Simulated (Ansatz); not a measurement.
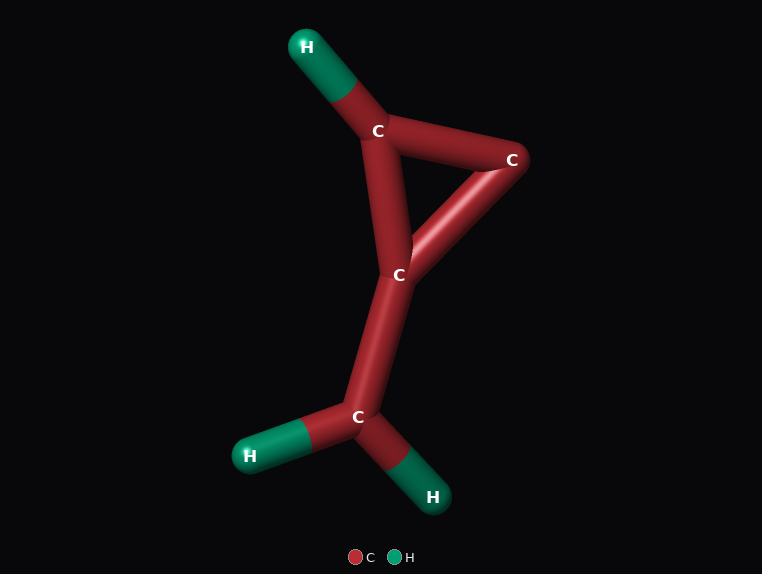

State: charge −1, singlet. The geometry was computed by an optimisation with PBE0-D4/def2-TZVPD. No frequency run is at hand to confirm it as a minimum. Method: RKS PBE0-D4/def2-TZVPPD (Ansatz 0.2.0).

**Give the dispersion correction at this level.**

−11.3 kJ/mol.

**Estimate the HOMO energy (Kohn–Sham orbital).**

−0.32 eV.
